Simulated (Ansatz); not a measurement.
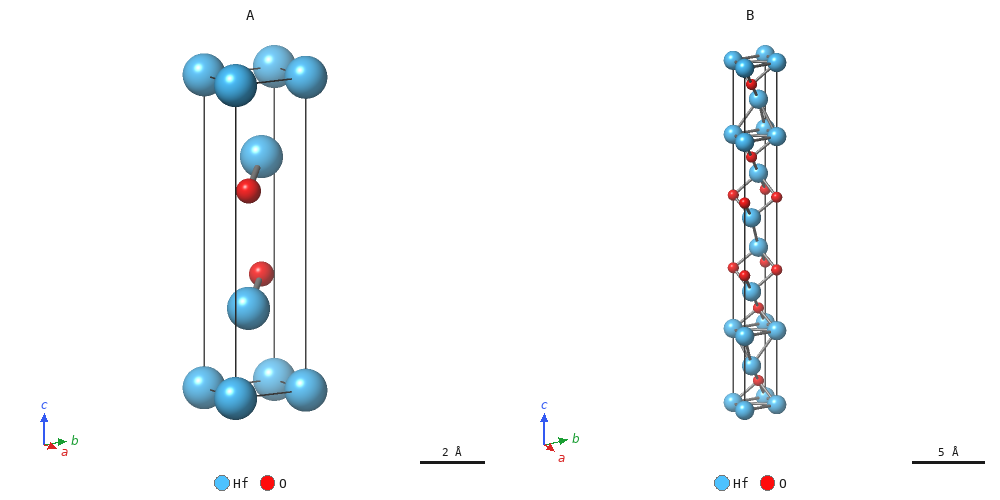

Two structures of Hf$_{3}$O$_{2}$, each relaxed to rest (conventional cells in solid outline, small ones repeated, not to one scale). Method: DFT PBE, scalar-relativistic, plane waves, PAW in Ansatz, without spin polarisation.

> Characterise the two forms.

A: 5 atoms a cell on a primitive hexagonal lattice, P-3m1. B: 15 atoms a cell on a rhombohedral (trigonal R) lattice, R-3m.

> Which form lies lower?

A is lower, by 55 meV/atom at this level of theory (energies at zero smearing). Volumes: A 18.2, B 14.2 Å³/atom.

One or both may be structure types tried for this composition rather than known phases.
